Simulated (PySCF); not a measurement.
# [ReS2]+: structure of the singlet

The task is one start of a wider search on [ReS2]+: the singlet, from a side-on start. It is relaxed, tested by its Hessian and followed downhill if it is a saddle.

Method: PBE0, basis Re def2-TZVP with ECP60, S def2-TZVP, scalar-relativistic core potentials, no spin–orbit coupling, density fitting; program: PySCF 2.14.0.

## Step 1: Starting geometry

3 atoms, charge 1, spin multiplicity 1.

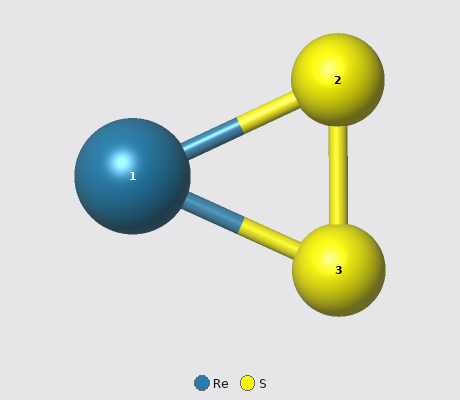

The starting geometry (rhenium blue, sulfur yellow); atoms are numbered from 1 in the order of the file.

```xyz
3
charge 1 multiplicity 1
Re    0.0000    0.0000   -0.5523
S     1.0000    0.0000    1.6149
S    -1.0000    0.0000    1.6149
```

## Step 2: Side-on start, singlet: relaxation

The steps below are one call of a driver around PySCF. For each, scf.py gives the equivalent set-up of the SCF; relaxations use the driver's own optimiser. Before each start the driver seeks the lowest SCF state from one or more starting densities and follows internal instabilities, so scf.py alone need not reach the same state.

The program finds C2v symmetry in the start, which this walk keeps.

File scf.py:

```python
from pyscf import gto, scf, dft
mol = gto.M(atom='''
Re     0.000000     0.000000    -0.552334
S      1.000000    -0.000000     1.614879
S     -1.000000     0.000000     1.614879''',
    basis={'Re': 'def2-TZVP', 'S': 'def2-TZVP'},
    ecp={'Re': 'def2-TZVP'},
    charge=1, spin=0)
mf = dft.RKS(mol, xc='PBE0')
mf.grids.atom_grid = (50, 194)
aux = {'Re': 'def2-universal-JKFIT', 'S': 'def2-universal-JKFIT'}
mf = mf.density_fit(auxbasis=aux)
mf.kernel()
```

The runs that follow: Hessian and properties.

**Question.** What will these runs give? Wanted: minimum; geometry; wavenumbers; dipole moment; highest occupied, lowest empty level; polar-tensor charge of Re1; zero-point energy.

The runs gave:

| quantity | value |
| --- | --- |
| minimum | singlet, C2v |
| geometry | Re–S 2.146 Å (×2), S–S 2.051 Å; Re–S–S 61.4° (×2), S–Re–S 57.1° |
| wavenumbers (cm⁻¹) | 334 (b2), 424 (a1), 612 (a1) |
| dipole moment (centre of mass) | 0.67 D |
| highest occupied, lowest empty level | -11.97, -9.41 eV |
| polar-tensor charge of Re1 | +0.92 e |
| zero-point energy | 8.2 kJ/mol |
| entropy at 298.15 K | 292.7 J/(mol K) |

What this shows: The molecule stays C2v, as typed, and the end point is a minimum. In the infrared the band at 612 cm⁻¹ (a1) leads. Only this shape and spin were tried, so other structures or states may lie lower. Spin–orbit coupling, left out here, can matter for elements this heavy.
